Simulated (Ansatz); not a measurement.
The figure comes from a scan of CeO₂ (fluorite): one Ce atom of a 3-atom cell moves by s along Cartesian x, with its periodic images. All values below come from r2SCAN (plane waves to 500 eV, PAW, scalar-relativistic; Ansatz, an electronic-structure program). k mesh 9×9×9 (Γ-centred), Fermi-Dirac smearing 0.05 eV. F∥ is the force on the atom along that direction. CeO2 is run without spin polarisation. CeO2 was relaxed with its symmetry unable to fall. The PAW data are Ansatz's earlier set. The f-shell state is unchecked: a lower one may exist. 

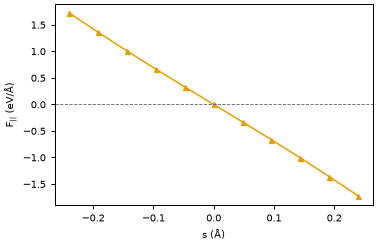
Figure. F∥ (eV/Å) against s (Å); one marker a computed point.

Problem. List the plotted points as numbers.

Solution. To the nearest 0.05:

| s (Å) | F∥ (eV/Å) |
|---|---|
| -0.240 | 1.70 |
| -0.192 | 1.35 |
| -0.144 | 1.00 |
| -0.096 | 0.65 |
| -0.048 | 0.35 |
| 0.000 | 0.00 |
| 0.048 | -0.35 |
| 0.096 | -0.65 |
| 0.144 | -1.00 |
| 0.192 | -1.35 |
| 0.240 | -1.70 |

(A displaced cell: forces are minus the slopes of the energy, force constants its curvatures, and phonons follow from these.)
